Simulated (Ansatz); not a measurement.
# Geometry relaxation of AlBH3ClOF2 (part 2 of 2)

The same run, continued: AlBH3ClOF2; RKS PBE0-D4/6-31G* (Ansatz 0.2.0). The input holds or restrains some coordinates. Forces given for the steps count only the free coordinates. It belongs to a series of runs on one base structure; here: pulled along the bonds that form and break, towards end B.

Geometry of the input (Å):
```
B  0.0000  0.0000  0.0000
F  0.0000  0.0000  1.6700
F  1.1431  0.0000  -0.6600
Cl -1.6108  0.0000  -0.9300
O  -0.2190  -1.6079  0.5392
Al -0.9015  -2.9289  -0.4394
H  -0.2335  -4.3385  -0.4212
H  -2.1676  -2.6770  -1.3152
H  -0.1387  -1.0182  1.5024
```

Trajectory as extended XYZ, continued
```
9
Properties=species:S:1:pos:R:3:forces:R:3 step=5 energy=-27313.81921
B    -0.0400   -0.4214   -0.4339   -1.7035  -2.0154   1.2153
F    -0.0181    0.1628    2.0213   -0.0629  -0.2533   0.0414
F     1.0930    0.1565   -0.6074    1.1650   0.8780  -0.3950
Cl   -1.5795    0.3483   -0.9077    0.4344   0.1127  -0.0661
O    -0.0844   -1.7165    0.0737    0.2327   1.2763  -0.5723
Al   -0.9270   -3.0810   -0.5685   -0.0664   0.0100  -0.0985
H    -0.2185   -4.4682   -0.3580    0.0080  -0.1429   0.1015
H    -2.2636   -2.7786   -1.3430   -0.1025  -0.1164  -0.0624
H    -0.0900   -0.7724    2.0694    0.0952   0.2509  -0.1638
9
Properties=species:S:1:pos:R:3:forces:R:3 step=6 energy=-27313.93393
B    -0.0732   -0.3980   -0.4123    0.1378  -0.8062   0.2169
F    -0.0301    0.0993    2.0575   -0.0535   0.1701  -0.0447
F     1.0562    0.2488   -0.6250    0.0039  -0.0043   0.0818
Cl   -1.5752    0.4113   -0.8770   -0.0527   0.0026   0.0468
O    -0.0472   -1.7100   -0.0056   -0.0957   0.9969  -0.2237
Al   -0.9350   -3.0839   -0.5814    0.0426  -0.1177  -0.0081
H    -0.2933   -4.4749   -0.1729   -0.0764   0.0452   0.0306
H    -2.2264   -2.8329   -1.4569    0.0063  -0.0478  -0.0118
H    -0.0038   -0.8302    2.0194    0.0877  -0.2387  -0.0879
9
Properties=species:S:1:pos:R:3:forces:R:3 step=7 energy=-27313.96523
B    -0.1120   -0.3801   -0.4143    0.1190  -0.8512   0.3456
F    -0.0068    0.0718    2.0619   -0.0587   0.1315  -0.0212
F     1.0136    0.2824   -0.6017   -0.0437  -0.0321   0.0123
Cl   -1.6289    0.4272   -0.8246   -0.0352   0.0101  -0.0072
O    -0.0777   -1.6995   -0.0298   -0.0079   1.0218  -0.2469
Al   -0.9349   -3.0937   -0.5984   -0.0391  -0.0538   0.0150
H    -0.3987   -4.4674   -0.0185   -0.0486   0.0457   0.0078
H    -2.1195   -2.8654   -1.6226    0.0386  -0.0617  -0.0108
H     0.1370   -0.8458    1.9937    0.0756  -0.2103  -0.0946
9
Properties=species:S:1:pos:R:3:forces:R:3 step=8 energy=-27313.96879 accepted=F
B    -0.1439   -0.3527   -0.4111   -0.0191  -1.0434   0.2797
F    -0.0312    0.0190    2.0838    0.4329  -1.1014  -0.1667
F     0.9771    0.3143   -0.6031    0.0002   0.0249   0.0515
Cl   -1.6727    0.4478   -0.7982    0.0156   0.0020   0.0154
O    -0.1010   -1.6802   -0.0524   -0.0052   1.0441  -0.2388
Al   -0.9528   -3.0896   -0.5941   -0.0734  -0.0834  -0.1211
H    -0.4998   -4.4443    0.1175   -0.0991   0.1844  -0.0514
H    -2.0180   -2.9172   -1.7764    0.1782  -0.0679   0.1997
H     0.3142   -0.8674    1.9798   -0.4300   1.0407   0.0317
9
Properties=species:S:1:pos:R:3:forces:R:3 step=9 energy=-27313.97889
B    -0.1251   -0.3641   -0.4159    0.1209  -0.9163   0.3205
F     0.0012    0.0376    2.0677   -0.0635   0.1373  -0.0117
F     0.9957    0.3070   -0.5990   -0.0405  -0.0109   0.0138
Cl   -1.6505    0.4359   -0.8092   -0.0294   0.0106  -0.0018
O    -0.0799   -1.6887   -0.0503   -0.0298   1.0386  -0.2341
Al   -0.9400   -3.0886   -0.5992   -0.0217  -0.0546   0.0190
H    -0.4497   -4.4438    0.0590   -0.0458   0.0417   0.0047
H    -2.0717   -2.8960   -1.6883    0.0357  -0.0408  -0.0047
H     0.1919   -0.8698    1.9810    0.0741  -0.2055  -0.1057
9
Properties=species:S:1:pos:R:3:forces:R:3 step=10 energy=-27313.99206
B    -0.1343   -0.3468   -0.4191    0.0852  -0.9760   0.3126
F    -0.0190   -0.0048    2.0750    0.0310  -0.1418  -0.0391
F     0.9813    0.3367   -0.5885   -0.0428  -0.0098   0.0178
Cl   -1.6683    0.4475   -0.7936   -0.0064  -0.0020  -0.0073
O    -0.0788   -1.6772   -0.0755   -0.0317   1.0576  -0.2445
Al   -0.9452   -3.0838   -0.5981   -0.0237  -0.0593   0.0220
H    -0.5084   -4.4213    0.1343   -0.0390   0.0689  -0.0052
H    -2.0268   -2.9332   -1.7457    0.0511  -0.0177   0.0170
H     0.2715   -0.8874    1.9571   -0.0236   0.0801  -0.0734
9
Properties=species:S:1:pos:R:3:forces:R:3 step=11 energy=-27314.00694
B    -0.1468   -0.3245   -0.4250    0.0912  -1.0294   0.2684
F    -0.0067   -0.0725    2.0780   -0.0601   0.1166   0.0169
F     0.9532    0.3867   -0.5784   -0.0263  -0.0101   0.0185
Cl   -1.6989    0.4498   -0.7707   -0.0057  -0.0107  -0.0024
O    -0.0656   -1.6620   -0.1182   -0.0453   1.0973  -0.2026
Al   -0.9501   -3.0733   -0.5924   -0.0210  -0.0453  -0.0062
H    -0.5975   -4.3715    0.2442   -0.0221   0.0468   0.0094
H    -1.9500   -2.9772   -1.8159    0.0296  -0.0036   0.0141
H     0.3345   -0.9260    1.9242    0.0597  -0.1615  -0.1161
9
Properties=species:S:1:pos:R:3:forces:R:3 step=12 energy=-27314.01201
B    -0.1538   -0.3204   -0.4138    0.0978  -1.0838   0.0813
F     0.0100   -0.0914    2.0895   -0.0881   0.1441  -0.0056
F     0.9324    0.4117   -0.5636   -0.0184   0.0036   0.0564
Cl   -1.7223    0.4303   -0.7420   -0.0032  -0.0058   0.0274
O    -0.0485   -1.6653   -0.1499   -0.0496   1.1941  -0.0683
Al   -0.9516   -3.0724   -0.5997   -0.0380  -0.0400   0.0043
H    -0.6691   -4.3403    0.3054   -0.0122   0.0301   0.0016
H    -1.8967   -2.9977   -1.8660    0.0204  -0.0101   0.0028
H     0.3716   -0.9248    1.8859    0.0912  -0.2322  -0.0999
9
Properties=species:S:1:pos:R:3:forces:R:3 step=13 energy=-27314.00985 accepted=F
B    -0.1685   -0.2994   -0.4530    0.1861  -0.9809   0.6171
F     0.0337   -0.1744    2.0588   -0.0851   0.1119   0.1029
F     0.8972    0.4792   -0.5213   -0.1521  -0.1503  -0.1599
Cl   -1.7648    0.4357   -0.6938    0.0841  -0.0765  -0.1133
O    -0.0341   -1.6453   -0.2043   -0.0774   1.2134  -0.2950
Al   -0.9576   -3.0602   -0.5900   -0.0501  -0.0972  -0.0174
H    -0.7827   -4.2631    0.4448   -0.0350   0.1620  -0.1249
H    -1.7908   -3.0565   -1.9454    0.0619  -0.0373   0.1256
H     0.4397   -0.9865    1.8500    0.0677  -0.1451  -0.1350
9
Properties=species:S:1:pos:R:3:forces:R:3 step=14 energy=-27314.02050
B    -0.1623   -0.3029   -0.4272    0.1239  -1.1101   0.1756
F     0.0077   -0.1574    2.0832   -0.0903   0.1520   0.0446
F     0.9139    0.4491   -0.5532   -0.0444  -0.0153   0.0294
Cl   -1.7421    0.4292   -0.7492    0.0114  -0.0057   0.0120
O    -0.0418   -1.6476   -0.1719   -0.0627   1.1596  -0.1370
Al   -0.9578   -3.0578   -0.5881   -0.0113  -0.0177  -0.0181
H    -0.7201   -4.2943    0.3725   -0.0164   0.0365   0.0023
H    -1.8498   -3.0249   -1.8952    0.0129  -0.0097   0.0208
H     0.4242   -0.9639    1.8749    0.0769  -0.1897  -0.1296
9
Properties=species:S:1:pos:R:3:forces:R:3 step=15 energy=-27314.02485
B    -0.1651   -0.2954   -0.4340    0.1340  -1.1055   0.2304
F    -0.0033   -0.2070    2.0809   -0.0261   0.0428   0.0335
F     0.8978    0.4808   -0.5313   -0.0683  -0.0481   0.0019
Cl   -1.7587    0.4176   -0.7362    0.0315  -0.0155  -0.0126
O    -0.0241   -1.6416   -0.2000   -0.0510   1.1749  -0.1855
Al   -0.9500   -3.0528   -0.5942   -0.0738  -0.0116   0.0707
H    -0.7801   -4.2496    0.4349    0.0045   0.0596  -0.0583
H    -1.8164   -3.0471   -1.9196    0.0409  -0.0203   0.0162
H     0.4718   -0.9754    1.8453    0.0085  -0.0763  -0.0962
9
Properties=species:S:1:pos:R:3:forces:R:3 step=16 energy=-27314.02633
B    -0.1702   -0.2845   -0.4338    0.1873  -1.1368   0.1674
F     0.0021   -0.2476    2.0826    0.0588  -0.0885  -0.0095
F     0.8850    0.5047   -0.5225   -0.1062  -0.0805   0.0193
Cl   -1.7722    0.4176   -0.7241    0.0276  -0.0185  -0.0012
O    -0.0169   -1.6337   -0.2261   -0.1031   1.2394  -0.1266
Al   -0.9760   -3.0358   -0.5781    0.0523  -0.0978  -0.0336
H    -0.8173   -4.2141    0.4813   -0.0532   0.1260  -0.0756
H    -1.7664   -3.0829   -1.9551    0.0158   0.0005   0.1097
H     0.5040   -0.9941    1.8217   -0.0794   0.0563  -0.0499
9
Properties=species:S:1:pos:R:3:forces:R:3 step=17 energy=-27314.03544
B    -0.1579   -0.2807   -0.4461    0.2601  -1.1696   0.1087
F    -0.0345   -0.3149    2.0707   -0.1154   0.1340   0.0851
F     0.8767    0.5344   -0.4993   -0.0227   0.0433   0.0068
Cl   -1.7731    0.3849   -0.7345   -0.0388   0.0063  -0.0052
O     0.0364   -1.6277   -0.2781   -0.1432   1.1834  -0.0382
Al   -0.9616   -3.0158   -0.5686   -0.0170  -0.0454  -0.0427
H    -0.8274   -4.1537    0.5279   -0.0261   0.0462  -0.0298
H    -1.7842   -3.0693   -1.9210   -0.0002  -0.0293   0.0484
H     0.4976   -1.0277    1.7948    0.1034  -0.1689  -0.1331
```

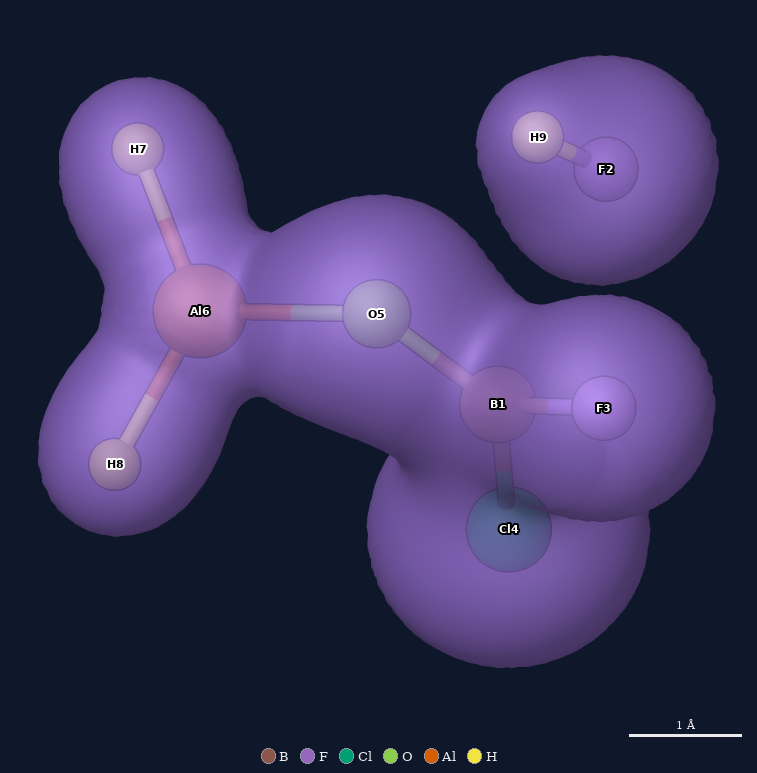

Fig. 1: Isosurface of the total electron density at 0.2 e/Å³ (purple), seen face on. At this value the surface falls into two separate pieces. It is pinched off along the B···F (2.52 Å) contacts. On the grid the lowest density along these lines, outside the cores, is 0.11 e/Å³ (B···F, 2.52 Å), 1.5 e/Å³ (B–F, 1.32 Å), 1.5 e/Å³ (B–O, 1.37 Å) and 0.64 e/Å³ (Al–O, 1.73 Å).

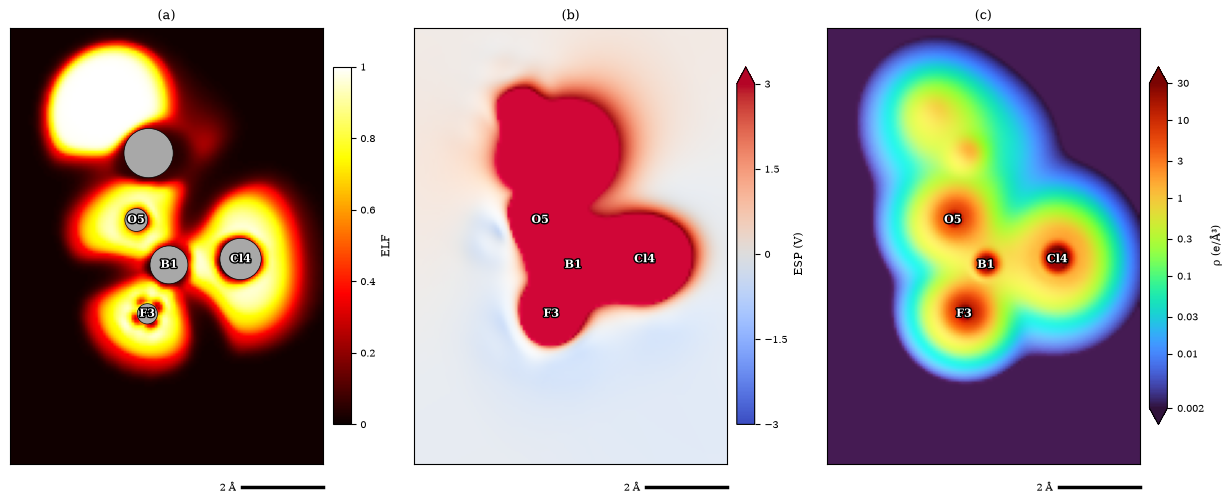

Fig. 2: (a) ELF; (b) molecular electrostatic potential; (c) total electron density on the plane of atoms F3, B1 and Cl4. Grey discs, where drawn, cover atomic cores. Atoms in the plane: B, F, Cl and O. B–F (1.32 Å): ρ at the midpoint is about 2.2 e/Å³; the ELF peaks at about 0.85 between the atoms (a shared but strongly polarised pair).

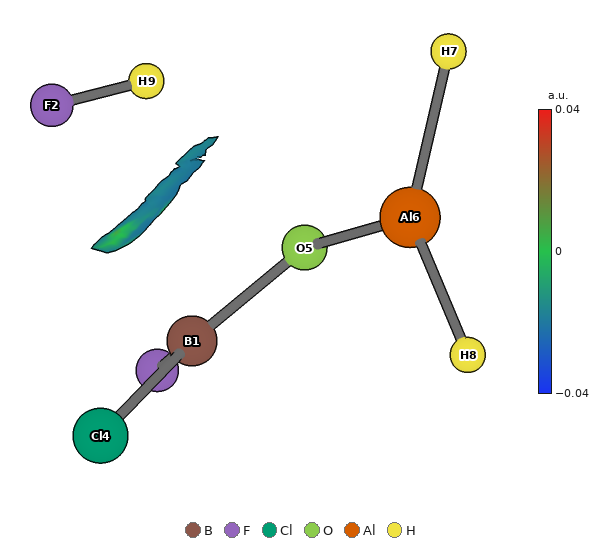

Fig. 3: Non-covalent interaction (NCI) plot: the surface where the reduced density gradient is 0.4, for densities under 0.05 a.u., coloured by sign(λ₂)ρ; seen at an oblique angle.

Results in brief

- outcome: converged under the restraints of the input
- total energy: −27314.0355 eV
- mean-field energy: −27313.8638 eV
- largest force (length of the vector) at the end, held atoms and coordinates included: 1.203 eV/Å
- hardware: 2 threads of Arm Neoverse V2, 24 GiB of memory available, shared host
- wall time: 51 s (CPU time 98 s)
- peak memory: 0.23 GiB
